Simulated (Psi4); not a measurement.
# Si2H6 (disilane): levels of theory compared

Wanted: a comparison of 4 runs (HF/STO-3G, HF/3-21G, B3LYP/6-31G*) of Si2H6 (disilane). 

The results are computed with Psi4 1.11.

**1. Starting point**

The species is Si2H6 (8 atoms), meant as a singlet with charge 0. As SMILES, `[SiH3][SiH3]`. The Si1–H5 distance was set to 1.934 Å, away from the relaxed value.

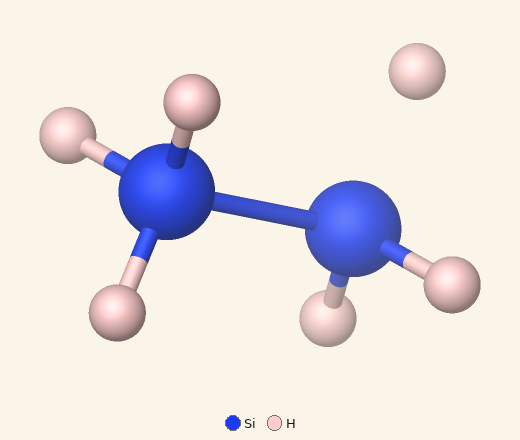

Viewed from a chosen angle; silicon blue, hydrogen pink.

**2. A single-point energy at HF/STO-3G (run 1)**

job.dat reads:

```
memory 1600 MB

molecule mol {
  Si
  Si 1 R2
  H 1 R3 2 A3
  H 1 R4 3 A4 2 D4
  H 1 R5 4 A5 3 D5
  H 2 R6 1 A6 4 D6
  H 2 R7 6 A7 1 D7
  H 2 R8 6 A8 7 D8

  R2 = 2.338474
  R3 = 1.487642
  A3 = 110.27517
  R4 = 1.487603
  A4 = 108.6533
  D4 = -120.97328
  R5 = 1.933899
  A5 = 108.65663
  D5 = 118.05401
  R6 = 1.487563
  A6 = 110.27548
  D6 = 179.84798
  R7 = 1.487654
  A7 = 108.65434
  D7 = 120.97376
  R8 = 1.48759
  A8 = 108.6583
  D8 = 118.05217
  symmetry c1
  no_reorient
  no_com
}

set basis STO-3G
set puream true
set e_convergence 1e-09
set d_convergence 1e-08
set scf_type pk

e_tot, wfn = energy("scf", return_wfn=True)
oeprop(wfn, "QUADRUPOLE", "MAYER_INDICES", "MULLIKEN_CHARGES")
```

The run is started by

```
psi4 -i job.dat -o job.out -n 1
```

job.out:

```text
[...]
  Running in c1 symmetry.
[...]
  Nuclear repulsion =   89.313739167235028
[...]
  Multiplicity = 1
[...]
  Nalpha       = 17
  Nbeta        = 17
[...]
    Number of basis functions: 24
[...]
   @RHF iter   1:  -574.60243406412894   -2.53269e+00   4.42633e-03 DIIS/ADIIS
[...]
   @RHF iter   8:  -574.61372602600159   -1.02318e-12   2.59638e-09 DIIS
[...]
    Orbital Energies [Eh]
    ---------------------
    Doubly Occupied:
       1A    -67.958217     2A    -67.955899     3A     -5.946353
       4A     -5.943492     5A     -3.971699     6A     -3.970802
       7A     -3.970234     8A     -3.968717     9A     -3.968034
      10A     -3.967992    11A     -0.704562    12A     -0.617341
      13A     -0.435893    14A     -0.423373    15A     -0.404452
      16A     -0.348468    17A     -0.305835
[...]
  @RHF Final Energy:  -574.61372602600159
   => Energetics <=
    Nuclear Repulsion Energy =             89.3137391672350276
    One-Electron Energy =                -978.1322019913847043
    Two-Electron Energy =                 314.2047367981480761
    Total Energy =                       -574.6137260260015864
[...]
 Multipole Moments:
 ------------------------------------------------------------------------------------
     Multipole            Electronic (a.u.)      Nuclear  (a.u.)        Total (a.u.)
 ------------------------------------------------------------------------------------
 L = 1.  Multiply by 2.5417464519 to convert [e a0] to [Debye]
 Dipole X            :          0.4568003           -0.3063638            0.1504365
 Dipole Y            :          0.2636941           -0.1768539            0.0868402
 Dipole Z            :          0.2163737           -0.1307416            0.0856321
 Magnitude           :                                                    0.1936626
 L = 2.  Multiply by 1.3450342976 to convert [e a0^2] to [Debye ang]
 Quadrupole XX       :        -45.7851477           24.4487877          -21.3363600
 Quadrupole XY       :         -2.2753084            2.0713224           -0.2039860
[...]
  Mulliken Charges: (a.u.)
   Center  Symbol    Alpha    Beta     Spin     Total
       1    SI     6.77165  6.77165  0.00000  0.45670
       2    SI     6.76291  6.76291  0.00000  0.47419
       3     H     0.57622  0.57622  0.00000 -0.15244
       4     H     0.57622  0.57622  0.00000 -0.15244
       5     H     0.58165  0.58165  0.00000 -0.16330
       6     H     0.57709  0.57709  0.00000 -0.15418
       7     H     0.57717  0.57717  0.00000 -0.15434
       8     H     0.57709  0.57709  0.00000 -0.15418
   Total alpha = 17.00000, Total beta = 17.00000, Total charge =  0.00000
[...]
```

It took 1.3 s on 1 thread of Intel Xeon 6975P-C (Granite Rapids), shared host; peak memory 0.17 GiB.

**3. A single-point energy at HF/3-21G (run 2)**

calc.dat reads:

```
memory 1600 mb

molecule {
  Si    -0.080242     0.138019    -1.091003
  Si     0.623758    -0.856581     0.904897
  H      1.094158     0.596019    -1.881003
  H     -0.852642    -0.836081    -1.908003
  H     -1.208000     1.664100    -0.717900
  H      1.399258     0.116419     1.720197
  H      1.488358    -2.032681     0.617897
  H     -0.550742    -1.311381     1.696497
  units angstrom
  symmetry c1
}

set {
  basis         3-21G
  puream        true
  e_convergence 1e-09
  d_convergence 1e-08
  scf_type      pk
}

E = energy('hf')
```

The run is started by

```
psi4 -n 1 calc.dat calc.out
```

calc.out:

```text
[...]
  Running in c1 symmetry.
[...]
  Nuclear repulsion =   89.313734226831286
[...]
  Multiplicity = 1
[...]
  Nalpha       = 17
  Nbeta        = 17
[...]
    Number of basis functions: 38
[...]
   @RHF iter   1:  -578.18483337077521   -7.97009e-01   2.96500e-03 DIIS/ADIIS
[...]
   @RHF iter   9:  -578.20350344850101   -3.75167e-12   2.88768e-09 DIIS
[...]
    Orbital Energies [Eh]
    ---------------------
    Doubly Occupied:
       1A    -68.315524     2A    -68.292292     3A     -6.126775
       4A     -6.109948     5A     -4.222631     6A     -4.222246
       7A     -4.220855     8A     -4.205421     9A     -4.204959
      10A     -4.204948    11A     -0.773132    12A     -0.682829
      13A     -0.508731    14A     -0.495176    15A     -0.474683
      16A     -0.433331    17A     -0.399614
[...]
  @RHF Final Energy:  -578.20350344850101
   => Energetics <=
    Nuclear Repulsion Energy =             89.3137342268312864
    One-Electron Energy =                -979.2482862507586105
    Two-Electron Energy =                 311.7310485754263709
    Total Energy =                       -578.2035034485010101
[...]
 Multipole Moments:
 ------------------------------------------------------------------------------------
     Multipole            Electronic (a.u.)      Nuclear  (a.u.)        Total (a.u.)
 ------------------------------------------------------------------------------------
 L = 1.  Multiply by 2.5417464519 to convert [e a0] to [Debye]
 Dipole X            :          0.3840075           -0.2199191            0.1640884
 Dipole Y            :         -0.5207284            0.2976243           -0.2231041
 Dipole Z            :         -0.0722922            0.0727008            0.0004086
 Magnitude           :                                                    0.2769488
[...]
```

It took 1.5 s on 1 thread of Intel Xeon 6975P-C (Granite Rapids), shared host; peak memory 0.18 GiB.

Run 3 isn't shown in full; the table further down has it.

**4. Energy and gradient at B3LYP/6-31G(d) (Cartesian functions) (run 4)**

input.dat reads:

```
memory 1600 mb

molecule system {
  Si    -0.080242     0.138019    -1.091003
  Si     0.623758    -0.856581     0.904897
  H      1.094158     0.596019    -1.881003
  H     -0.852642    -0.836081    -1.908003
  H     -1.208000     1.664100    -0.717900
  H      1.399258     0.116419     1.720197
  H      1.488358    -2.032681     0.617897
  H     -0.550742    -1.311381     1.696497
  units angstrom
  symmetry c1
  no_reorient
  no_com
}

set {
  basis 6-31G*
  puream false
  e_convergence 1e-09
  d_convergence 1e-08
  scf_type pk
  dft_radial_points 99
  dft_spherical_points 590
}

energy_value, wavefunction = gradient('b3lyp', return_wfn=True)
```

The run is started by

```
psi4 -i input.dat -o output.dat -n 1
```

output.dat:

```text
[...]
  Running in c1 symmetry.
[...]
  Nuclear repulsion =   89.313734226831301
[...]
  Multiplicity = 1
[...]
  Nalpha       = 17
  Nbeta        = 17
[...]
    Number of basis functions: 50
[...]
   @RKS iter   1:  -582.49116281964837   -5.13931e-01   4.91908e-03 DIIS/ADIIS
[...]
   @RKS iter  10:  -582.54685070351661   -5.68434e-13   1.40571e-09 DIIS
[...]
    Orbital Energies [Eh]
    ---------------------
    Doubly Occupied:
       1A    -66.149570     2A    -66.129234     3A     -5.299333
       4A     -5.284305     5A     -3.658533     6A     -3.657183
       7A     -3.656997     8A     -3.642345     9A     -3.642298
      10A     -3.642259    11A     -0.570132    12A     -0.503965
      13A     -0.372042    14A     -0.362247    15A     -0.347663
      16A     -0.318703    17A     -0.295847
[...]
  @RKS Final Energy:  -582.54685070351661
   => Energetics <=
    Nuclear Repulsion Energy =             89.3137342268313006
    One-Electron Energy =                -983.3900104756576184
    Two-Electron Energy =                 346.9750880560620772
    DFT Exchange-Correlation Energy =     -35.4456625107524275
    Empirical Dispersion Energy =           0.0000000000000000
    VV10 Nonlocal Energy =                  0.0000000000000000
    Total Energy =                       -582.5468507035166112
[...]
 Multipole Moments:
 ------------------------------------------------------------------------------------
     Multipole            Electronic (a.u.)      Nuclear  (a.u.)        Total (a.u.)
 ------------------------------------------------------------------------------------
 L = 1.  Multiply by 2.5417464519 to convert [e a0] to [Debye]
 Dipole X            :        -16.7896423           16.9690112            0.1793689
 Dipole Y            :         22.1750732          -22.4187149           -0.2436416
 Dipole Z            :          5.8042764           -5.8161972           -0.0119208
 Magnitude           :                                                    0.3027814
[...]
  -Total Gradient:
     Atom            X                  Y                   Z
    ------   -----------------  -----------------  -----------------
       1        0.032561046297    -0.044078028084    -0.011126861587
       2        0.001156697520    -0.001502731301    -0.002876826635
       3        0.001393959243    -0.002169547951     0.000627772483
       4        0.001656441738    -0.001977617361     0.000636005147
       5       -0.036049616002     0.048768937248     0.012520238310
       6       -0.000292948052     0.000165424858    -0.000160548136
       7       -0.000348981067     0.000461721108     0.000533152956
       8       -0.000076708294     0.000332046536    -0.000152791149
[...]
```

Wall time 9.6 s (1 thread of Intel Xeon 6975P-C (Granite Rapids), shared host); peak memory 0.81 GiB.

**5. All runs side by side**

```csv
run,level,integration grid,task,energy (Eh),dipole moment (D),HOMO energy (eV),LUMO energy (eV),wall time
1,HF/STO-3G,–,energy,-574.613726,0.49,-8.32,8.52,1.3 s
2,HF/3-21G,–,energy,-578.203503,0.70,-10.87,2.94,1.5 s
3,B3LYP/6-31G* (spherical functions),99 radial × 590 angular,energy,-582.543331,0.77,-8.05,-0.61,7.5 s
4,B3LYP/6-31G* (Cartesian functions),99 radial × 590 angular,gradient,-582.546851,0.77,-8.05,-0.62,9.6 s
```

**6. Summary of results**

| quantity | value |
| --- | --- |
| run 4: total energy | -582.54685 Eh |
| run 4: dipole moment | 0.77 D |
| run 4: HOMO energy | -8.05 eV |
| run 4: LUMO energy | -0.62 eV |
| run 4: HOMO–LUMO gap | 7.44 eV |
| run 4: largest force on an atom | 3.184 eV/Å |

**Reading.** The dipole moment (its size) runs from 0.49 D (HF/STO-3G) to 0.77 D (B3LYP/6-31G*). The two ends differ in method and basis. The HOMO–LUMO gap runs from 7.44 eV (B3LYP/6-31G*) to 16.85 eV (HF/STO-3G). In run 1 the basis is minimal, so the values are rough. All runs together took 20 s, the longest 9.6 s.
